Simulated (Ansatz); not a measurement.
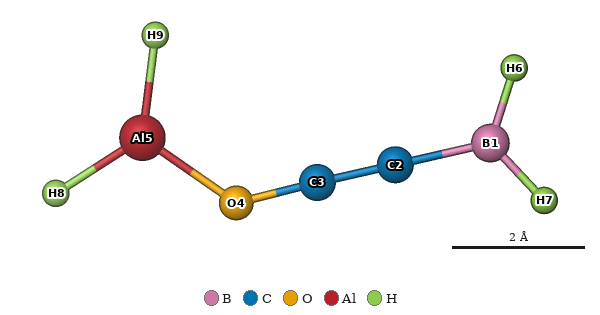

The structure (ball-and-stick view, seen on its broad side; atoms are numbered from 1 in the order of the input). Sticks mark near contacts. Bond lengths as drawn: Al–H 1.57 Å, Al–O 1.74 Å, B–C 1.49 Å, B–H 1.20 Å, C–C 1.22 Å and C–O 1.27 Å.

**Single-point calculation, with input and output: C2H4AlBO**

C2H4AlBO, computed with RKS PBE0-D4/def2-TZVPP (Ansatz 0.2.0).

The geometry comes from this level: PBE0-D4/def2-TZVP.

**Output**
```
Functional definition: PBE0
  name "PBE0"
  cite "Adamo & Barone, J. Chem. Phys. 110, 6158 (1999) doi:10.1063/1.478522"
  cite "Perdew, Burke & Ernzerhof, Phys. Rev. Lett. 77, 3865 (1996) doi:10.1103/PhysRevLett.77.3865"
  parent pbe
  parameter a = 0.25
  parameter kappa = 0.804
  parameter beta = 0.06672455060314922
  exchange = (1 - a)*pbe_x(kappa = kappa, mu = beta*pi^2/3) + a*exact_x
  correlation = pbe_c(beta = beta)
1216 factors; their error is unknown
mean field evaluation 1: about -11444.5166 eV, gradient 5.4e1 eV
mean field evaluation 2: about -11439.1915 eV, gradient 6.7e1 eV
mean field evaluation 4: about -11450.6763 eV, gradient 9.2e0 eV
mean field evaluation 8: about -11450.8679 eV, gradient 1.2e-1 eV
mean field evaluation 16: about -11450.8882 eV, gradient 6.1e-5 eV
mean field -11450.88822018 eV, -420.8123804006 hartree, gradient 6.1e-5 eV, S^2 0.000000; 0 other end points of the search recorded, 0 dependent functions left out
reference -11450.88826045 eV, -420.8123818807 hartree; 21, 21 occupied and 201, 201 virtual orbitals, 1216 factors
Total energy: -11451.02066646 eV, -420.8172477117 hartree
```

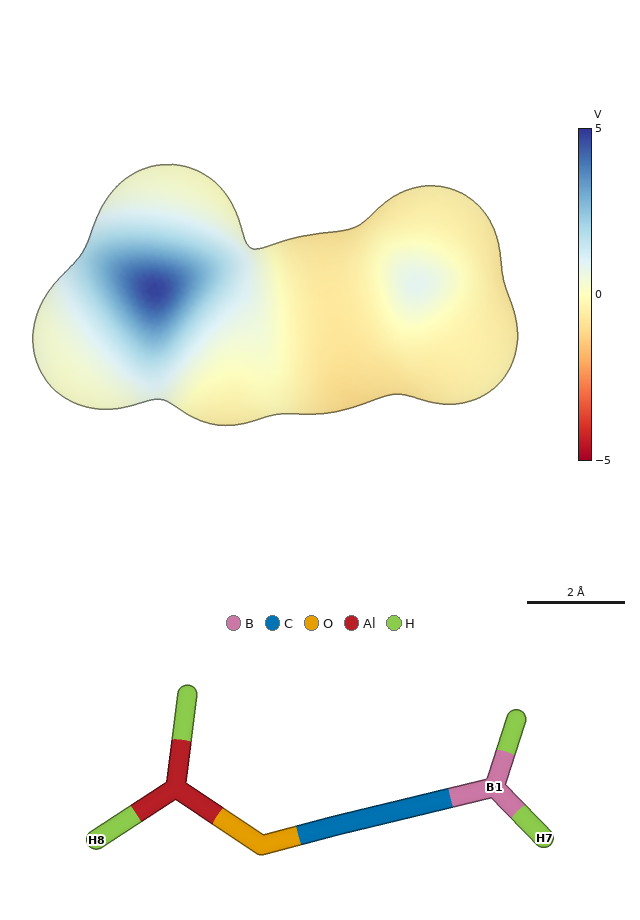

The molecular electrostatic potential painted on the density surface at 0.002 e/bohr³, seen at a tilt; the colour scale runs from red (negative) to blue (positive). The bare structure is drawn below in the same view.

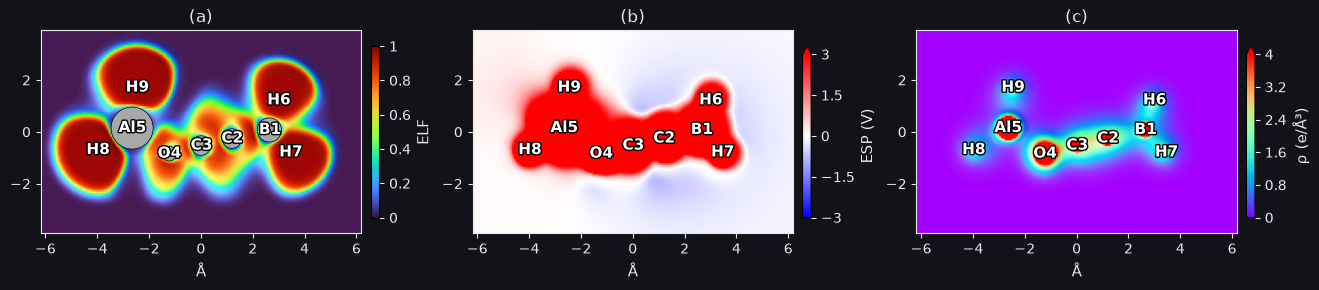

(a) electron localisation function; (b) electrostatic potential; (c) total electron density on the molecular plane. Grey discs, where drawn, cover atomic cores. The section cuts through B, C, O, Al and H sites. C–C (1.22 Å): ρ at the midpoint is about 2.7 e/Å³; the ELF peaks at about 0.80 between the atoms (a multiple bond by its length, whose ELF region spreads away from the axis). Al–O (1.74 Å): ρ at the midpoint is about 0.8 e/Å³; the ELF peaks at about 0.90 in the valence shell of O, 0.6 Å from its nucleus, and is about 0.45 at the midpoint.

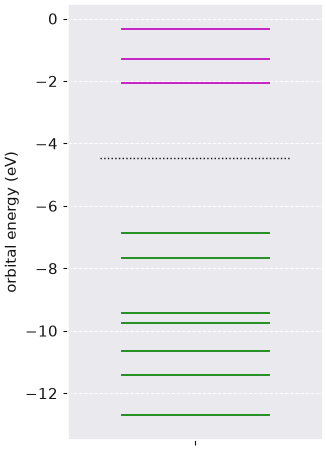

Orbital energies near the frontier; the dotted line parts filled from empty levels, and levels within 0.02 eV of each other stand side by side. Highest filled −6.87 eV, lowest empty −2.06 eV, 4.81 eV apart.

This output came from the following input.

**Input file**
```yaml
crystal:
  periodic: [false, false, false]
  atoms:
    - {symbol: B, position_ang: [-2.047032, 1.541565, 0.601884]}
    - {symbol: C, position_ang: [-0.844064, 0.868553, 0.048711]}
    - {symbol: C, position_ang: [0.141130, 0.316304, -0.403795]}
    - {symbol: O, position_ang: [1.174177, -0.240380, -0.897780]}
    - {symbol: Al, position_ang: [2.018705, -1.689035, -0.443347]}
    - {symbol: H, position_ang: [-2.641488, 1.059922, 1.522871]}
    - {symbol: H, position_ang: [-2.433232, 2.573068, 0.133160]}
    - {symbol: H, position_ang: [3.250841, -1.983583, -1.368409]}
    - {symbol: H, position_ang: [1.469463, -2.492714, 0.789606]}
basis:
  gaussian: {orbitals: def2-TZVPP}
hamiltonian: {xc: pbe0, dispersion: d4}
output: {orbitals: {seedname: orbitals}}
```

Launched with:
```bash
ansatz run in.yaml --threads 2 --pin off --events-out ev --progress --plain --max-ram 4352MiB
```

**Summary**

| quantity | value |
| --- | --- |
| outcome | converged |
| total energy | −11451.0207 eV |
| mean-field energy | −11450.8883 eV |
| dispersion energy | −0.1324 eV |
| SCF solution under orbital rotations | stable |
| HOMO | −6.87 eV |
| LUMO | −2.06 eV |
| hardware | 2 threads of Arm Neoverse V1, 23 GiB of memory available, shared host |
| wall time | 3.6 s (CPU time 6.8 s) |
| peak memory | 0.43 GiB |
